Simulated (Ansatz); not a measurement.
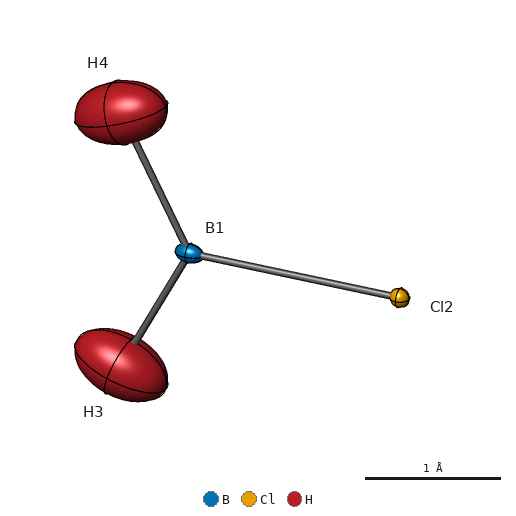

Displacement ellipsoids at the 50 % level, enlarged 2 times, from the internal vibrations of the free molecule (harmonic, no overall translation or rotation; no half-axis is drawn under 0.075 Å). Vibrations computed with RKS PBE0-D4/def2-TZVP (Ansatz 0.2.0). Temperature: 298 K.

Give the displacement parameters, one line for each set of equivalent atoms.

```csv
atom,U_eq (Å²),rms amplitudes (Å)
B1,0.00070,"0.019, 0.020, 0.037"
Cl2,0.00006,"0.001, 0.003, 0.012"
"H3, H4",0.0093,"0.078, 0.080, 0.124"
```
